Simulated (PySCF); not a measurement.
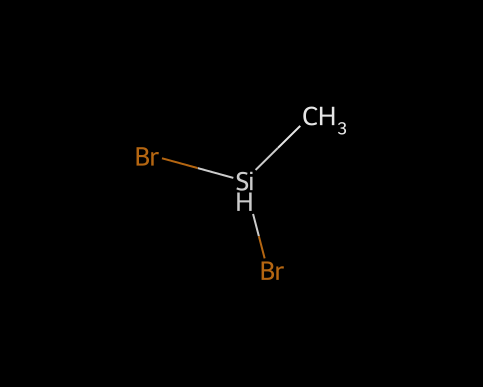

The geometry was computed by an optimisation with GFN2-xTB. No frequency run is at hand to confirm it as a minimum. Method: ωB97X-D/def2-SVPD, gas phase (PySCF 2.14.0). Excitations: vertical, linear response.

Computed properties:

The species is CH4Br2Si (`C[SiH](Br)Br`).
- dipole moment: 2.20 D
- HOMO energy (Kohn–Sham orbital): −10.21 eV
- LUMO energy (Kohn–Sham orbital): 1.26 eV
- HOMO–LUMO gap: 11.47 eV
- mean static polarisability: 80.4 bohr³
- lowest vertical singlet excitation: 6.91 eV
- its oscillator strength: 0.046

The geometry is semi-empirical. Around Br, Si such bond lengths and angles can be off by a tenth of an ångström or more and by several degrees, and values that hang on the shape move with them.
